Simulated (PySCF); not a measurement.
**H7N2PSi: density, localisation and related maps**

```
atom    x (Å)    y (Å)    z (Å)
   N  -0.0765   1.2993   0.9705
  Si  -0.3387   0.1718  -0.3105
   N  -1.3034  -1.0997   0.3419
   P   1.4115  -0.9375  -1.2542
   H   0.3577   0.9890   1.8330
   H   0.1957   2.2485   0.7411
   H  -0.9009   1.0115  -1.4203
   H  -1.3567  -1.9917  -0.1360
   H  -2.1711  -0.8782   0.8181
   H   2.1014   0.2658  -1.5951
   H   2.1092  -1.1037  -0.0180
```

Geometry: PBE0-D3(BJ)/def2-SVP.

All numbers below come from PySCF, PBE0/pcSseg-1, SCF density, gas phase, non-relativistic.

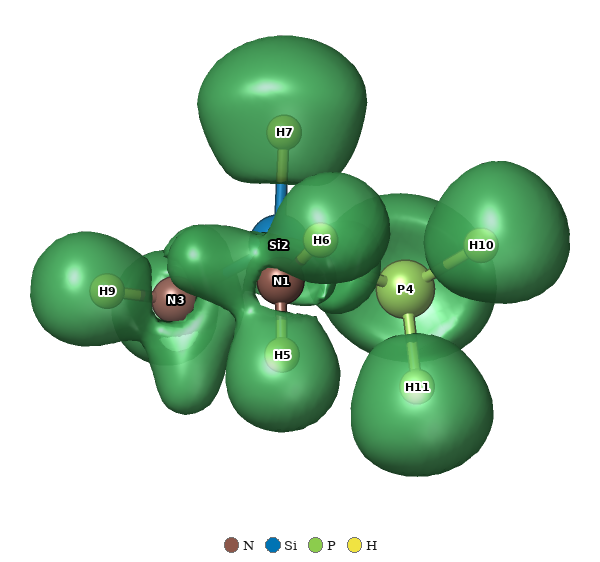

Figure 1. Isosurface of the ELF at 0.8 (green), seen from one side. Core shells and regions of very low density are left out.

> What do the ELF domains correspond to?

At this value the surface marks out three regions around hydrogen nuclei, one region on P in which the atom's valence shell and bonds are merged and two joined regions spread over several atoms (H, N), in which their bonds and any lone pairs are merged. Profiles from the grid: Si–N (1.72 Å): the ELF peaks at about 0.90 between the atoms; a shared but strongly polarised pair. Si–P (2.28 Å): the ELF peaks at about 0.95 between the atoms: localised, covalent bonding.

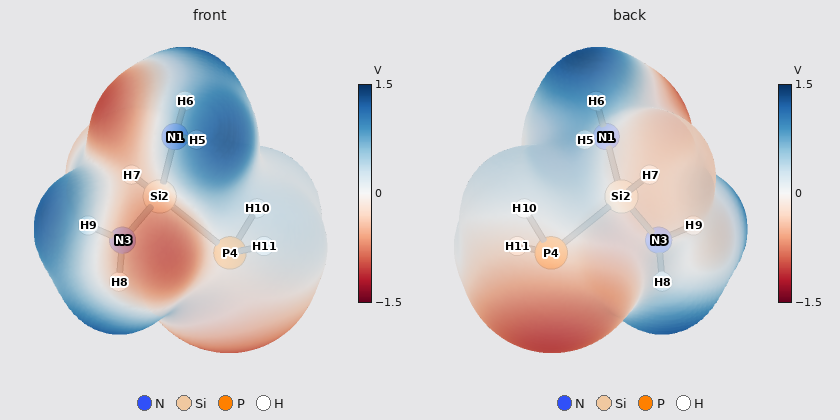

Figure 2. The molecular electrostatic potential painted on the density surface at 0.001 e/bohr³, seen from the front and from behind; the colour scale runs from red (negative) to blue (positive).

> Which sites attract a positive test charge, and which a negative one?

A positive charge is drawn to the negative regions and a negative charge to the positive ones. The most negative region (about −1.1 V) lies over P4, the most positive (about +1.3 V) over H5 and H6.

> What dipole moment does the calculation give?

Its dipole moment is 1.73 D.

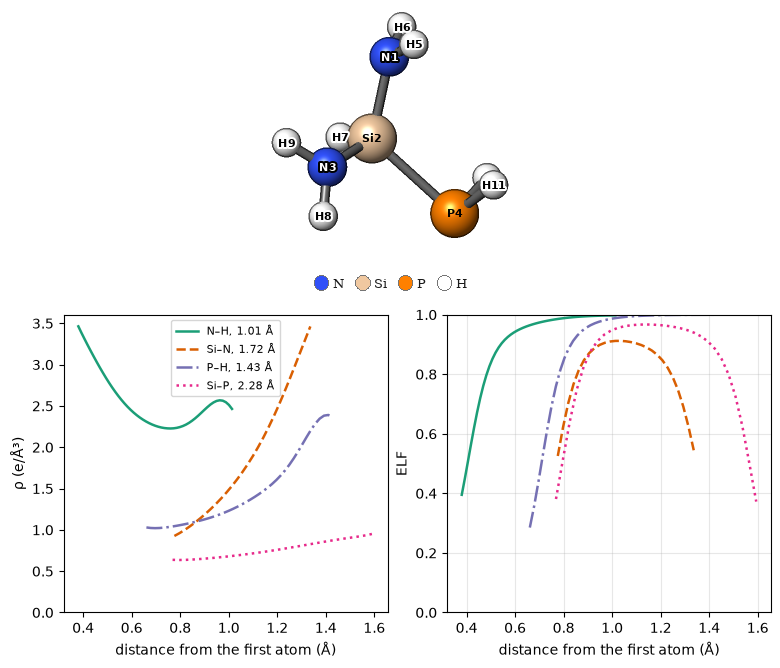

Figure 3. Electron density and ELF along straight lines between neighbouring atoms. The curves leave out the atomic cores. The structure is drawn too.

> What can be read from the curves?

N–H (1.01 Å): the density is about 2.8 e/Å³ at the midpoint; the ELF climbs to about 1 towards the hydrogen, as it does in any bond to H (an ordinary covalent bond to hydrogen).
Si–N (1.72 Å): ρ at the midpoint is about 1.1 e/Å³; the ELF peaks at about 0.90 between the atoms (a polar covalent bond).
P–H (1.43 Å): the density is about 1 e/Å³ at the midpoint; the ELF climbs to about 1 towards the hydrogen.
Si–P (2.28 Å): the density is about 0.73 e/Å³ at the midpoint, with its minimum of 0.64 e/Å³ about 0.8 Å from Si; the ELF peaks at about 0.95 between the atoms (a shared electron pair).
